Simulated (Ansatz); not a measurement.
# CCSD/def2-SVPD run of GeH2O2 (SMILES [OH][Ge][OH])

Aim: the vertical singlet–triplet gap of GeH2O2 at CCSD/def2-SVPD, from 2 runs. 

Program for the calculation: Ansatz 0.2.0.

51 further runs of the same task are left out: 51 set aside as unsound or not needed.

## 1. The molecule

The species is GeH2O2 (5 atoms), meant as a singlet with charge 0. As SMILES, `[OH][Ge][OH]`. The coordinates come from a PBE0-D4/def2-TZVP relaxation. This is one conformer, not always the lowest.

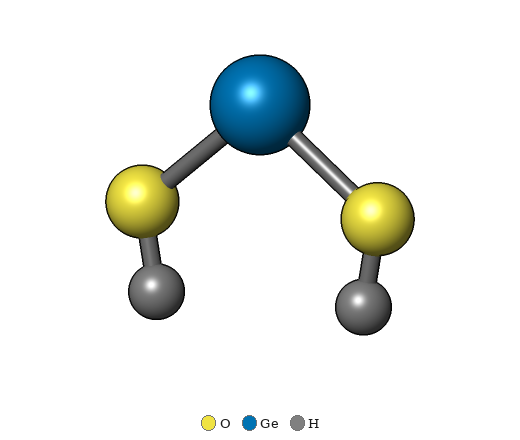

The structure, seen from a chosen angle (oxygen yellow, germanium blue, hydrogen grey).

## 2. A single-point energy at CCSD/def2-SVPD

Input file in.yaml:

```yaml
crystal:
  periodic: [false, false, false]
  atoms:
    - symbol: O
      position_ang: [-1.341000, -0.099500, -0.377400]
    - symbol: Ge
      position_ang: [-0.316400, -0.895800, 0.855300]
    - symbol: O
      position_ang: [1.281900, -0.142300, 0.570200]
    - symbol: H
      position_ang: [-0.940900, 0.550800, -0.961500]
    - symbol: H
      position_ang: [1.366400, 0.513200, -0.127900]
basis:
  gaussian: {orbitals: def2-SVPD}
correlation: {method: ccsd, frozen_orbitals: {Ge: 9, H: 0, O: 1}}
accuracy: high
scf: {omitted_lower_state_checks: [cluster_reference, increment]}
```

Started as:

```bash
$ ansatz run in.yaml --threads 1 --pin off --max-ram 3480MiB --events-out events.jsonl --progress --plain --runs-dir runs
```

The program printed, shortened:

```text
Warning: RAYON_NUM_THREADS=1 ignored (pool sized by the plan → 1); use --threads N
Functional definition: HF
  name "HF"
[...]
1915 factors; integrals over basis functions are off by at most 4.2e-9 eV
[...]
mean field -60570.75541755 eV, -2225.9342052624 hartree, gradient 4.4e-8 eV, S^2 0.000000; 0 other end points of the search recorded, 0 dependent functions left out
11 core orbitals not correlated: weight in the atoms' cores, before any rotation towards them, 1.000 or more for the frozen orbitals, at most 0.000 for the correlated occupied ones
reference -60570.75541755 eV, -2225.9342052624 hartree; 14, 14 occupied and 75, 75 virtual orbitals, 1915 factors
second order -16.87362492 eV of doubles, -0.00000000 eV of singles
cycle   1  -16.33726620 eV  change    5.4e-1 eV  update   1.2e-1
[...]
cycle  21  -16.94774157 eV  change    2.9e-9 eV  update   2.0e-9
Total energy: -60587.70315912 eV, -2226.5570232774 hartree
Checks for a lower state left out: cluster_reference, increment
```

Wall time 14 s (1 thread of Intel Xeon 6975P-C (Granite Rapids), shared host); peak memory 0.67 GiB.

## 3. The triplet

Input file input.yaml:

```yaml
crystal:
  periodic: [false, false, false]
  atoms:
    - {symbol: O, position_ang: [-1.341000, -0.099500, -0.377400]}
    - {symbol: Ge, position_ang: [-0.316400, -0.895800, 0.855300]}
    - {symbol: O, position_ang: [1.281900, -0.142300, 0.570200]}
    - {symbol: H, position_ang: [-0.940900, 0.550800, -0.961500]}
    - {symbol: H, position_ang: [1.366400, 0.513200, -0.127900]}
basis:
  gaussian:
    orbitals: def2-SVPD
magnetization:
  spin_polarized: true
  initial_magnetization: 2
correlation:
  method: ccsd
  frozen_orbitals: {Ge: 9, H: 0, O: 1}
accuracy: high
scf:
  omitted_lower_state_checks: [cluster_reference, increment]
```

Started as:

```bash
$ ansatz run input.yaml --threads 1 --pin off --max-ram 3480MiB --events-out events.jsonl --progress --plain --runs-dir runs
```

The program printed, shortened:

```text
Warning: RAYON_NUM_THREADS=1 ignored (pool sized by the plan → 1); use --threads N
Functional definition: HF
  name "HF"
[...]
1915 factors; integrals over basis functions are off by at most 4.2e-9 eV
[...]
mean field -60567.98803325 eV, -2225.8325057653 hartree, gradient 2.4e-8 eV, S^2 2.004582; 1 other end points of the search recorded, 0 dependent functions left out
11 core orbitals not correlated: weight in the atoms' cores, before any rotation towards them, 1.000 or more for the frozen orbitals, at most 0.000 for the correlated occupied ones
reference -60567.98803325 eV, -2225.8325057653 hartree; 15, 13 occupied and 74, 76 virtual orbitals, 1915 factors
second order -16.09207972 eV of doubles, -0.00000000 eV of singles
cycle   1  -15.59064695 eV  change    5.0e-1 eV  update   1.1e-1
[...]
cycle  24  -16.13573138 eV  change    1.4e-9 eV  update   3.3e-9
Total energy: -60584.12376463 eV, -2226.4254829563 hartree
Checks for a lower state left out: cluster_reference, increment
```

It took 45 s on 1 thread of Intel Xeon 6975P-C (Granite Rapids), shared host; peak memory 1.4 GiB.

## 4. Summary of results

Level: CCSD/def2-SVPD, 11 core orbitals frozen.

| quantity | value |
| --- | --- |
| singlet: total energy | -2226.55702 Eh |
| singlet: correlation energy (11 core orbitals frozen) | -622.8 mEh |
| singlet: T1 diagnostic | 0.016 |
| triplet: total energy | -2226.42548 Eh |
| triplet: correlation energy (11 core orbitals frozen) | -593.0 mEh |
| triplet: ⟨S²⟩ of the reference determinant | 2.005 |
| triplet: T1 diagnostic | 0.016 |
| vertical energy of the triplet above the singlet | 3.579 eV |

**Reading.** At this shape the triplet lies 3.58 eV (345 kJ/mol) above the singlet.
